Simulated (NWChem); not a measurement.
# B3LYP/6-31G(d) (Cartesian functions) run of HNO3 (peroxynitrous acid)

What is the vertical ionisation energy of HNO3 (peroxynitrous acid) at B3LYP/6-31G* (Cartesian functions)? 

The calculation is run with NWChem 7.3.0.

24 further runs of the same task are left out: 3 that didn't finish, 21 set aside as unsound or not needed. Runs told in other sessions of the task aren't counted.

## 1. Starting point

HNO3: 5 atoms, total charge 0, spin state singlet. SMILES: `O=NOO`. The shape is that of a PBE0-D4/def2-TZVP optimisation. This is one conformer, not always the lowest.

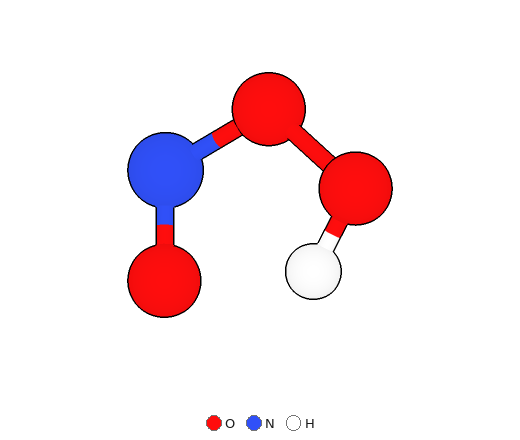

The structure, seen from a chosen angle (oxygen red, nitrogen blue, hydrogen white).

## 2. Energy and forces at B3LYP/6-31G(d) (Cartesian functions)

run.py

```python
from ase import Atoms
from ase.calculators.nwchem import NWChem

mol = Atoms(['O', 'N', 'O', 'O', 'H'], positions=[
    [0.136350, -0.835310, 0.979060],
    [-0.871770, -0.628300, 0.400790],
    [-0.775090, 0.288530, -0.589000],
    [0.508600, 0.826880, -0.747550],
    [1.001920, 0.348200, -0.043280],
])

calc = NWChem(
    label='m1',
    theory='dft',
    memory='2200 mb',
    basis='6-31G*',
    dft={'xc': 'b3lyp', 'mult': '1', 'grid': 'xfine', 'convergence': 'energy 1e-08', 'iterations': '100', 'mulliken': None},
)
mol.calc = calc

forces = mol.get_forces()
print("Total energy (eV):", round(mol.get_potential_energy(), 6))
print("forces (eV/A):")
for s, f in zip(mol.symbols, forces):
    print(f"{s:2s} {f[0]:10.5f} {f[1]:10.5f} {f[2]:10.5f}")
print("dipole (e A):", mol.get_dipole_moment().round(4))
```

Run with:

```sh
$ export ASE_NWCHEM_COMMAND="nwchem PREFIX.nwi > PREFIX.nwo"
$ python run.py
```

Standard output:

```text
Total energy (eV): -7641.770906
forces (eV/A):
O     1.46239   -0.35558    0.90066
N    -1.65049   -0.39502   -0.12789
O    -0.68484    0.29017   -0.55963
O     0.66170    0.59536   -0.43647
H     0.21124   -0.13498    0.22333
dipole (e A): [ 0.1621 -0.0376  0.0979]
```

The calculator wrote m1.nwi:

```
title "m1"

permanent_dir m1

scratch_dir m1

start m1

geometry units angstrom nocenter noautosym noautoz
  O  1.3635000000000000e-01 -8.3531000000000000e-01 9.7906000000000004e-01
  N  -8.7177000000000004e-01 -6.2829999999999997e-01 4.0078999999999998e-01
  O  -7.7508999999999995e-01 2.8853000000000001e-01 -5.8899999999999997e-01
  O  5.0860000000000005e-01 8.2687999999999995e-01 -7.4755000000000005e-01
  H  1.0019199999999999e+00 3.4820000000000001e-01 -4.3279999999999999e-02
end

memory 2200 mb

basis noprint
   * library 6-31G*
end

dft
  xc b3lyp
  mult 1
  grid xfine
  convergence energy 1e-08
  iterations 100
  mulliken
end

task dft gradient
```

m1.nwo:

```text
Northwest Computational Chemistry Package (NWChem) 7.3.0
             --------------------------------------------------------

           Job information
           ---------------

    nwchem branch   = 7.3.0
    use scalapack   = T
    input           = m1.nwi
    prefix          = m1.
    data base       = m1/m1.db
    status          = startup
    nproc           =        1

           Memory information
           ------------------

    heap     =     72089598 doubles =      550.0 Mbytes
    stack    =     72089595 doubles =      550.0 Mbytes
    global   =    144179200 doubles =     1100.0 Mbytes (distinct from heap & stack)
    total    =    288358393 doubles =     2200.0 Mbytes
    verify   = yes
    hardfail = no

           Directory information
           ---------------------

  0 permanent = m1
  0 scratch   = m1

[... 89 lines left out ...]
  convergence criterion.
[... 17 lines left out ...]
          Convergence on gradient requested:  5.00D-04
[... 26 lines left out ...]
          Convergence aids based upon iterative change in
[... 28 lines left out ...]
 1-e energy   =    -631.555166
[... 43 lines left out ...]
         Total DFT energy =     -280.829903302412
[... 2 lines left out ...]
    Exchange-Corr. energy =      -32.855502487668
[... 501 lines left out ...]
          Convergence on energy requested:  1.00D-08
[... 24 lines left out ...]
          Spatial weights used:  Erf1
[... 4 lines left out ...]
          total energy or number of iterations.
[... 21 lines left out ...]
                                        m1

  charge          =   0.00
  wavefunction    = closed shell

                         DFT ENERGY GRADIENTS

    atom               coordinates                        gradient
                 x          y          z           x          y          z
   1 O       0.257664  -1.578507   1.850155   -0.028439   0.006915  -0.017515
   2 N      -1.647406  -1.187315   0.757383    0.032097   0.007682   0.002487
   3 O      -1.464708   0.545243  -1.113049    0.013318  -0.005643   0.010883
   4 O       0.961115   1.562577  -1.412665   -0.012868  -0.011578   0.008488
   5 H       1.893354   0.658003  -0.081787   -0.004108   0.002625  -0.004343

                 ----------------------------------------
                 |  Time  |  1-e(secs)   |  2-e(secs)   |
                 ----------------------------------------
                 |  CPU   |       0.00   |       0.54   |
                 ----------------------------------------
                 |  WALL  |       0.00   |       0.54   |
                 ----------------------------------------

 Task  times  cpu:       12.2s     wall:       12.2s
 Total times  cpu:       12.2s     wall:       12.2s
```

Run time: 14 s. Hardware: 1 thread of Intel Xeon 6975P-C (Granite Rapids), shared host; peak memory 0.12 GiB.

## 3. The doublet cation: a single-point energy at UB3LYP/6-31G(d) (Cartesian functions)

hno3.nw

```
start hno3
title "HNO3"
memory total 2200 mb
charge 1

geometry units angstroms noautosym nocenter noautoz
 O      0.136350    -0.835310     0.979060
 N     -0.871770    -0.628300     0.400790
 O     -0.775090     0.288530    -0.589000
 O      0.508600     0.826880    -0.747550
 H      1.001920     0.348200    -0.043280
end

basis cartesian
 O library 6-31G*
 N library 6-31G*
 H library 6-31G*
end

dft
 xc b3lyp
 mult 2
 grid xfine
 convergence energy 1e-08
 maxiter 100
 mulliken
end

task dft energy
```

Run with:

```sh
$ nwchem hno3.nw > hno3.out
```

Standard output:

```text
[...]
          Wavefunction type:  spin polarized.
          No. of atoms     :     5
          No. of electrons :    31
[...]
          Charge           :     1
          Spin multiplicity:     2
[...]
          AO basis - number of functions:    62
[...]
              XC Information
              --------------
                         B3LYP Method XC Potential
                     Hartree-Fock (Exact) Exchange  0.200
                        Slater Exchange Functional  0.800 local
                    Becke 1988 Exchange Functional  0.720 non-local
              Lee-Yang-Parr Correlation Functional  0.810
                  VWN I RPA Correlation Functional  0.190 local
[...]
 d= 0,ls=0.0,diis     1   -280.1924270430 -4.05D+02  2.27D-02  5.09D-01     1.6
[...]
 d= 0,ls=0.5,diis    28   -280.3886974944 -9.85D-09  7.97D-07  7.59D-09    41.9
[...]
         Total DFT energy =     -280.388697500411
      One electron energy =     -620.382004830923
           Coulomb energy =      247.874230932840
    Exchange-Corr. energy =      -32.386138978866
 Nuclear repulsion energy =      124.505215376539
[...]
      Total Density - Mulliken Population Analysis
     ---------------------------------------------
    Atom       Charge   Shell Charges
 -----------   ------   -------------------------------------------------------
    1 O    8     7.97   1.99  0.98  2.75  0.98  1.22  0.04
    2 N    7     6.40   1.99  0.91  2.21  0.66  0.54  0.09
    3 O    8     7.94   1.99  1.00  2.71  0.93  1.24  0.07
    4 O    8     8.19   1.99  0.98  2.77  0.93  1.45  0.06
    5 H    1     0.50   0.46  0.04
[...]
      <S2> =      0.7628 (Exact =     0.7500)
[...]
```

Run time: 44 s. Hardware: 1 thread of Intel Xeon 6975P-C (Granite Rapids), shared host; peak memory 0.12 GiB.

## 4. Summary of results

At B3LYP/6-31G* (Cartesian functions):

| quantity | value |
| --- | --- |
| singlet HNO3: total energy | -280.82990 Eh |
| singlet HNO3: dipole moment | 0.93 D |
| singlet HNO3: HOMO energy | -8.46 eV |
| singlet HNO3: LUMO energy | -2.60 eV |
| singlet HNO3: HOMO–LUMO gap | 5.86 eV |
| singlet HNO3: largest force on an atom | 1.754 eV/Å |
| doublet cation: total energy | -280.38870 Eh |
| doublet cation: HOMO energy (highest over α and β) | -16.85 eV |
| doublet cation: LUMO energy (lowest over α and β) | -15.26 eV |
| doublet cation: ⟨S²⟩ | 0.763 |
| vertical ionisation energy (to the doublet cation) | 12.006 eV |

In words: The vertical ionisation energy comes to 12.01 eV (277 kcal/mol). The largest force (singlet HNO3) is 1.75 eV/Å: the shape isn't a stationary point for this species at this level. The negative HOMO energy of the first species, 8.46 eV, lies 3.55 eV below that difference. Mulliken charges (singlet HNO3) run from -0.38 on O4 to +0.44 on H5.
